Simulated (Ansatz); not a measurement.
# F− with SbH₃: superposition error and deformation, part 2 of 2

Ansatz 0.2.0, Gaussian basis. Earlier steps stand in the parts before.

## Step 11: B3LYP-D4/def2-TZVPPD

Contents of free-b/in.yaml:

```yaml
crystal:
  periodic: [false, false, false]
  atoms:
    - {symbol: Sb, position_ang: [-0.606605, 0.125187, 0.088574]}
    - {symbol: H, position_ang: [0.819542, 0.556543, 0.922507]}
    - {symbol: H, position_ang: [0.233662, -1.040477, -0.833699]}
    - {symbol: H, position_ang: [-1.001632, -1.036085, 1.276369]}
basis:
  gaussian: {orbitals: "def2-TZVPPD.json"}
hamiltonian: {xc: {name: B3LYP}, dispersion: d4}
```

Command:

```sh
ansatz run in.yaml --threads 2 --pin off --events-out ev --progress --plain --max-ram 5222MiB
```

Standard output:

```text
Functional definition: B3LYP
  name "B3LYP"
  cite "Stephens, Devlin, Chabalowski & Frisch, J. Phys. Chem. 98, 11623 (1994) doi:10.1021/j100096a001"
  cite "Becke, Phys. Rev. A 38, 3098 (1988) doi:10.1103/PhysRevA.38.3098"
  cite "Lee, Yang & Parr, Phys. Rev. B 37, 785 (1988) doi:10.1103/PhysRevB.37.785"
  cite "Vosko, Wilk & Nusair, Can. J. Phys. 58, 1200 (1980) doi:10.1139/p80-159"
  parameter a0 = 0.2
  parameter ax = 0.72
  parameter ac = 0.81
  exchange = (1 - a0 - ax)*slater_x + ax*b88_x + a0*exact_x
  correlation = (1 - ac)*vwn_rpa_c + ac*lyp_c
660 factors; their error is unknown
mean field evaluation 1: about -6587.9046 eV, gradient 1.0e1 eV
mean field evaluation 2: about -6588.0736 eV, gradient 8.6e0 eV
mean field evaluation 4: about -6588.2529 eV, gradient 2.8e-1 eV
mean field evaluation 8: about -6588.3858 eV, gradient 3.9e-3 eV
mean field -6588.38583246 eV, -242.1187135744 hartree, gradient 3.5e-5 eV, S^2 0.000000; 0 other end points of the search recorded, 0 dependent functions left out
reference -6588.38604092 eV, -242.1187212354 hartree; 13, 13 occupied and 94, 94 virtual orbitals, 660 factors
Total energy: -6588.45489413 eV, -242.1212515441 hartree
```

Wall time 0.95 s (2 threads of Arm Neoverse V1, shared host).

## Step 12: wB97X-V/def2-TZVPPD

free-b/in.yaml: that of step 11 with these lines changed.

```diff
@@ -9,2 +9,2 @@
   gaussian: {orbitals: "def2-TZVPPD.json"}
-hamiltonian: {xc: {name: B3LYP}, dispersion: d4}
+hamiltonian: {xc: {name: wB97X-V}}
```

Command:

```sh
ansatz run in.yaml --threads 2 --pin off --events-out ev --progress --plain --max-ram 5222MiB
```

Standard output (excerpt; [...] marks lines left out):

```text
[... 5 set-up lines as earlier in the session ...]
[...]
      + integral(e_c_pw_opposite_spin*poly(b97_u_opposite, cos0, cos1)) + vv10(b, c)
647 factors; their error is unknown
188 factors; integrals over basis functions are off by at most 2.2e-5 eV
[...]
mean field -6585.39306303 eV, -242.0087313266 hartree, gradient 6.2e-5 eV, S^2 0.000000; 0 other end points of the search recorded, 0 dependent functions left out
reference -6585.39306125 eV, -242.0087312610 hartree; 13, 13 occupied and 94, 94 virtual orbitals, 647 factors
Total energy: -6585.39306125 eV, -242.0087312610 hartree
```

It took 2.7 s on 2 threads of Arm Neoverse V1, shared host.

## Step 13: wB97M-V/def2-TZVPPD

free-b/in.yaml: that of step 12 with these lines changed.

```diff
@@ -9,2 +9,2 @@
   gaussian: {orbitals: "def2-TZVPPD.json"}
-hamiltonian: {xc: {name: wB97X-V}}
+hamiltonian: {xc: {name: wB97M-V}}
```

Command:

```sh
ansatz run in.yaml --threads 2 --pin off --events-out ev --progress --plain --max-ram 5222MiB
```

Standard output (excerpt; [...] marks lines left out):

```text
[... 5 set-up lines as earlier in the session ...]
  # Of w^i u^j: cxij and so on, Table III.
[...]
  gx(w, u) = 1 - cx + cx01*u + cx10*w
  gss(w, u) = css00 + css04*u^4 + css10*w + css20*w^2 + css43*w^4*u^3
  gos(w, u) = cos00 + cos10*w + (cos20 + cos21*u)*w^2 + (cos60 + cos61*u)*w^6
[...]
      + integral(e_c_pw_mod_opposite_spin*gos(b97_w_opposite, b97_u_opposite)) + vv10(b, c)
640 factors; their error is unknown
188 factors; integrals over basis functions are off by at most 2.2e-5 eV
[...]
mean field -6584.47435013 eV, -241.9749692503 hartree, gradient 3.3e-5 eV, S^2 0.000000; 0 other end points of the search recorded, 0 dependent functions left out
reference -6584.47439448 eV, -241.9749708803 hartree; 13, 13 occupied and 94, 94 virtual orbitals, 640 factors
Total energy: -6584.47439448 eV, -241.9749708803 hartree
```

Wall time 3 s (2 threads of Arm Neoverse V1, shared host).

## Step 14: B2PLYP/def2-TZVPPD

free-b/in.yaml: that of step 13 with these lines changed.

```diff
@@ -9,2 +9,2 @@
   gaussian: {orbitals: "def2-TZVPPD.json"}
-hamiltonian: {xc: {name: wB97M-V}}
+hamiltonian: {xc: {name: B2PLYP}}
```

Command:

```sh
ansatz run in.yaml --threads 2 --pin off --events-out ev --progress --plain --max-ram 5222MiB
```

Standard output (excerpt; [...] marks lines left out):

```text
[... 5 set-up lines as earlier in the session ...]
[...]
766 factors; integrals over basis functions are off by at most 7.5e-4 eV
[...]
mean field -6576.87544193 eV, -241.6957145245 hartree, gradient 3.3e-6 eV, S^2 0.000000; 0 other end points of the search recorded, 0 dependent functions left out
4 core orbitals not correlated: weight in the atoms' cores, before any rotation towards them, 1.000 or more for the frozen orbitals, at most 0.000 for the correlated occupied ones
reference -6576.87557256 eV, -241.6957193252 hartree; 9, 9 occupied and 94, 94 virtual orbitals, 766 factors
second order -11.97046022 eV of doubles, -0.00000000 eV of singles
Total energy: -6580.10759682 eV, -241.8144940260 hartree
```

Run time: 1.6 s. Hardware: 2 threads of Arm Neoverse V1, shared host.

## Step 15: BLYP-D4/def2-TZVPPD

free-b/in.yaml: that of step 14 with these lines changed.

```diff
@@ -9,2 +9,2 @@
   gaussian: {orbitals: "def2-TZVPPD.json"}
-hamiltonian: {xc: {name: B2PLYP}}
+hamiltonian: {xc: {name: BLYP}, dispersion: d4}
```

Command:

```sh
ansatz run in.yaml --threads 2 --pin off --events-out ev --progress --plain --max-ram 5222MiB
```

Standard output:

```text
Functional definition: BLYP
  name "BLYP"
[... 2 set-up lines as earlier in the session ...]
  parameter beta = 0.0042
  parameter a = 0.04918
  parameter b = 0.132
  parameter c = 0.2533
  parameter d = 0.349
  exchange = b88_x(beta = beta)
  correlation = lyp_c(a = a, b = b, c = c, d = d)
590 factors; their error is unknown
mean field evaluation 1: about -6583.5549 eV, gradient 1.5e1 eV
mean field evaluation 2: about -6583.5371 eV, gradient 1.7e1 eV
mean field evaluation 4: about -6584.4475 eV, gradient 7.0e-1 eV
mean field evaluation 8: about -6584.4367 eV, gradient 3.7e-1 eV
mean field evaluation 16: about -6584.4369 eV, gradient 2.1e-5 eV
mean field -6584.43691950 eV, -241.9735937000 hartree, gradient 2.1e-5 eV, S^2 0.000000; 0 other end points of the search recorded, 0 dependent functions left out
reference -6584.43720184 eV, -241.9736040757 hartree; 13, 13 occupied and 94, 94 virtual orbitals, 590 factors
Total energy: -6584.53338143 eV, -241.9771386106 hartree
```

Wall time 0.9 s (2 threads of Arm Neoverse V1, shared host).

## Step 16: revPBE-D4/def2-TZVPPD

free-b/in.yaml: that of step 15 with these lines changed.

```diff
@@ -9,2 +9,2 @@
   gaussian: {orbitals: "def2-TZVPPD.json"}
-hamiltonian: {xc: {name: BLYP}, dispersion: d4}
+hamiltonian: {xc: {name: revPBE}, dispersion: d4}
```

Command:

```sh
ansatz run in.yaml --threads 2 --pin off --events-out ev --progress --plain --max-ram 5222MiB
```

Standard output (excerpt; [...] marks lines left out):

```text
Functional definition: revPBE
  name "revPBE"
  cite "Zhang & Yang, Phys. Rev. Lett. 80, 890 (1998) doi:10.1103/PhysRevLett.80.890"
[... 1 set-up line as earlier in the session ...]
  parameter kappa = 1.245
[... 3 set-up lines as earlier in the session ...]
590 factors; their error is unknown
mean field evaluation 1: about -6586.5358 eV, gradient 1.4e1 eV
mean field evaluation 2: about -6586.4952 eV, gradient 1.6e1 eV
mean field evaluation 4: about -6587.2765 eV, gradient 6.8e-1 eV
mean field evaluation 8: about -6587.2660 eV, gradient 3.7e-1 eV
mean field evaluation 16: about -6587.2662 eV, gradient 1.9e-5 eV
mean field -6587.26620562 eV, -242.0775680470 hartree, gradient 1.9e-5 eV, S^2 0.000000; 0 other end points of the search recorded, 0 dependent functions left out
reference -6587.26625194 eV, -242.0775697495 hartree; 13, 13 occupied and 94, 94 virtual orbitals, 590 factors
Total energy: -6587.40415477 eV, -242.0826375851 hartree
```

Run time: 0.7 s. Hardware: 2 threads of Arm Neoverse V1, shared host.

## Step 17: B97M-V/def2-TZVPPD

free-b/in.yaml: that of step 16 with these lines changed.

```diff
@@ -9,2 +9,2 @@
   gaussian: {orbitals: "def2-TZVPPD.json"}
-hamiltonian: {xc: {name: revPBE}, dispersion: d4}
+hamiltonian: {xc: {name: B97M-V}}
```

Command:

```sh
ansatz run in.yaml --threads 2 --pin off --events-out ev --progress --plain --max-ram 5222MiB
```

Standard output (excerpt; [...] marks lines left out):

```text
[... 5 set-up lines as earlier in the session ...]
  # Of w^i u^j: cxij and so on, Table III.
[...]
  gx(w, u) = cx00 + cx01*u + cx02*u^2 + (cx10 + cx11*u)*w
  gss(w, u) = css00 + css02*u^2 + css10*w + (css32*w^3 + css42*w^4)*u^2
  gos(w, u) = cos00 + cos01*u + cos03*u^3 + cos10*w + cos32*w^3*u^2
[...]
      + integral(e_c_pw_mod_opposite_spin*gos(b97_w_opposite, b97_u_opposite)) + vv10(b, c)
590 factors; their error is unknown
[...]
mean field -6585.99698515 eV, -242.0309250551 hartree, gradient 2.2e-5 eV, S^2 0.000000; 0 other end points of the search recorded, 0 dependent functions left out
reference -6585.99703794 eV, -242.0309269952 hartree; 13, 13 occupied and 94, 94 virtual orbitals, 590 factors
Total energy: -6585.99703794 eV, -242.0309269952 hartree
```

Wall time 3.1 s (2 threads of Arm Neoverse V1, shared host).

## Step 18: HSE06-D4/def2-TZVPPD

free-b/in.yaml: that of step 17 with these lines changed.

```diff
@@ -9,2 +9,2 @@
   gaussian: {orbitals: "def2-TZVPPD.json"}
-hamiltonian: {xc: {name: B97M-V}}
+hamiltonian: {xc: hse06, dispersion: d4}
```

Command:

```sh
ansatz run in.yaml --threads 2 --pin off --events-out ev --progress --plain --max-ram 5222MiB
```

Standard output (excerpt; [...] marks lines left out):

```text
Functional definition: HSE06
  name "HSE06"
  cite "Heyd, Scuseria & Ernzerhof, J. Chem. Phys. 118, 8207 (2003) doi:10.1063/1.1564060"
  cite "Krukau, Vydrov, Izmaylov & Scuseria, J. Chem. Phys. 125, 224106 (2006) doi:10.1063/1.2404663"
  cite "Heyd & Scuseria, J. Chem. Phys. 120, 7274 (2004) doi:10.1063/1.1668634"
  cite "Ernzerhof & Perdew, J. Chem. Phys. 109, 3313 (1998) doi:10.1063/1.476928"
[... 2 set-up lines as earlier in the session ...]
[...]
  # The whole range is PBE's own exchange, as in plane waves. The composition of these papers is wPBEh.
[...]
660 factors; their error is unknown
59 factors; integrals over basis functions are off by at most 6.8e-6 eV
[...]
mean field -6585.91865264 eV, -242.0280463885 hartree, gradient 4.1e-5 eV, S^2 0.000000; 0 other end points of the search recorded, 0 dependent functions left out
reference -6585.91868818 eV, -242.0280476946 hartree; 13, 13 occupied and 94, 94 virtual orbitals, 660 factors
Total energy: -6585.95051741 eV, -242.0292173972 hartree
```

Run time: 0.95 s. Hardware: 2 threads of Arm Neoverse V1, shared host.

## Step 19: CCSD(T)/def2-TZVPPD

free-b/in.yaml: that of step 18 with these lines changed.

```diff
@@ -9,2 +9,2 @@
   gaussian: {orbitals: "def2-TZVPPD.json"}
-hamiltonian: {xc: hse06, dispersion: d4}
+correlation: {method: ccsd_t}
```

Command:

```sh
ansatz run in.yaml --threads 2 --pin off --events-out ev --progress --plain --max-ram 5222MiB
```

Standard output (excerpt; [...] marks lines left out):

```text
[... 4 set-up lines as earlier in the session ...]
[...]
766 factors; integrals over basis functions are off by at most 7.5e-4 eV
[...]
mean field -6557.41544232 eV, -240.9805727294 hartree, gradient 1.4e-6 eV, S^2 0.000000; 0 other end points of the search recorded, 0 dependent functions left out
4 core orbitals not correlated: weight in the atoms' cores, before any rotation towards them, 1.000 or more for the frozen orbitals, at most 0.000 for the correlated occupied ones
reference -6557.41544232 eV, -240.9805727294 hartree; 9, 9 occupied and 94, 94 virtual orbitals, 766 factors
second order -10.07281695 eV of doubles, -0.00000000 eV of singles
cycle   1  -10.02323884 eV  change    5.0e-2 eV  update   7.8e-2
[...]
cycle   9  -10.35674323 eV  change   -7.4e-7 eV  update   7.5e-6
perturbative correction -0.26846119 eV, -0.0098657667 hartree
Total energy: -6568.04064673 eV, -241.3710417895 hartree
```

It took 2.6 s on 2 threads of Arm Neoverse V1, shared host.

## Step 20: The split

| method | interaction with counterpoise (kcal/mol) | without | superposition error | deformation | binding energy |
| --- | --- | --- | --- | --- | --- |
| PBE-D4 | -34.79 | -34.94 | 0.14 | 3.42 | -31.37 |
| revPBE-D4 | -33.68 | -33.85 | 0.17 | 3.33 | -30.35 |
| BLYP-D4 | -32.20 | -32.36 | 0.15 | 3.23 | -28.97 |
| r2SCAN-D4 | -37.40 | -37.49 | 0.09 | 4.34 | -33.06 |
| B97M-V | -39.67 | -39.74 | 0.08 | 4.10 | -35.56 |
| PBE0-D4 | -36.68 | -36.74 | 0.06 | 4.48 | -32.19 |
| B3LYP-D4 | -34.35 | -34.42 | 0.07 | 4.18 | -30.17 |
| HSE06-D4 | -36.68 | -36.74 | 0.06 | 4.46 | -32.22 |
| wB97X-V | -35.74 | -35.80 | 0.06 | 5.18 | -30.56 |
| wB97M-V | -35.84 | -35.90 | 0.06 | 5.08 | -30.76 |
| B2PLYP | -32.76 | -33.29 | 0.53 | 4.83 | -27.93 |
| Hartree-Fock | -34.66 | -34.71 | 0.05 | 6.03 | -28.63 |
| MP2 | -32.09 | -33.74 | 1.65 | 5.82 | -26.27 |
| CCSD | -32.38 | -33.88 | 1.50 | 5.23 | -27.15 |
| CCSD(T) | -32.48 | -34.11 | 1.63 | 4.95 | -27.53 |

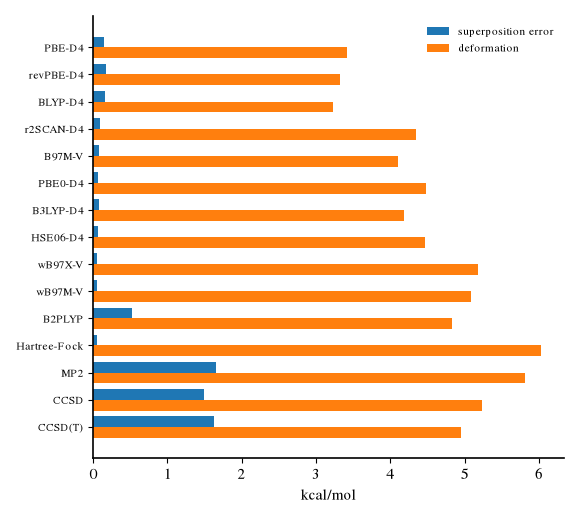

Superposition error and deformation energy by method.

## Step 21: Summary of results

What follows sums up all 2 parts.

| quantity | value |
| --- | --- |
| interaction, CCSD(T) | -32.48 kcal/mol |
| superposition error | 1.63 kcal/mol |
| deformation | 4.95 kcal/mol |
| binding energy | -27.53 kcal/mol |

**Reading.** In this basis the superposition error is 1.63 kcal/mol for CCSD(T) and 0.10 kcal/mol on average for the plain functionals: correlated methods borrow far more, since they need many more functions to converge. Deformation takes back 15 % of the interaction.
